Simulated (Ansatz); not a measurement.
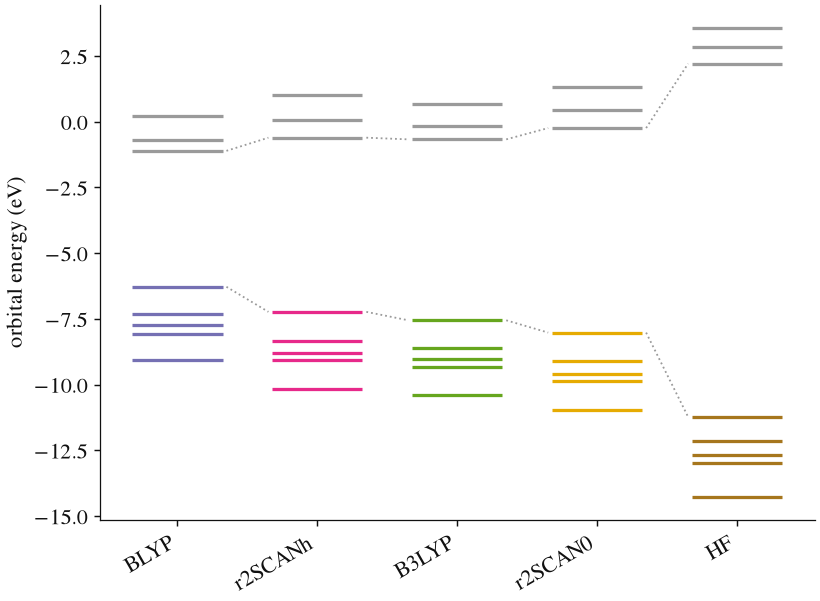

Frontier orbital energies of AlNH₃Cl, SMILES [NH2][AlH][Cl], singlet at one geometry, def2-TZVPP, the Ansatz code 0.2.0, at a PBE0-D4/def2-TZVP geometry (a minimum by its frequencies). Empty levels are grey, levels within 0.1 eV stand side by side; all columns show the same few orbitals around the gap. Dotted lines join the HOMOs and the LUMOs.

**Compare the HOMO-LUMO separations.**

The separation grows from 5.17 eV (BLYP) to 13.43 eV (HF).

```csv
level,HOMO (eV),LUMO (eV),separation (eV)
BLYP,−6.28,−1.11,5.17
r2SCANh,−7.23,−0.61,6.62
B3LYP,−7.55,−0.67,6.88
r2SCAN0,−8.02,−0.24,7.78
HF,−11.23,2.21,13.43
```

Caveats, for all or some of the runs: empty levels above zero depend strongly on the basis.
